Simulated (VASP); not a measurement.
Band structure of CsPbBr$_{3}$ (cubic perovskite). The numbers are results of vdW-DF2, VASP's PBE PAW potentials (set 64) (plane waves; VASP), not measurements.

Unless said otherwise, spin-orbit coupling is left out, though it shifts the bands of the heavy elements here.

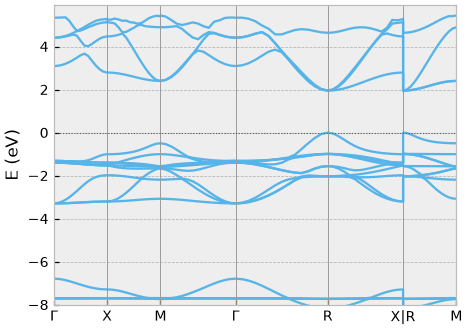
Fig. 1. Bands along high-symmetry lines, zero at the valence-band maximum or, without a gap, the Fermi level

Question: Read the plot: is there a gap, and where are the band edges?

Answer: The gap is direct, 1.95 eV, from the valence maximum at R to the conduction minimum at R. (Edges off the drawn lines would not show.)

The compound is CsPbBr3 in the cubic perovskite structure, the ideal cubic form; the compound distorts at low or room temperature. It was relaxed first, which changed the volume by +12 %.
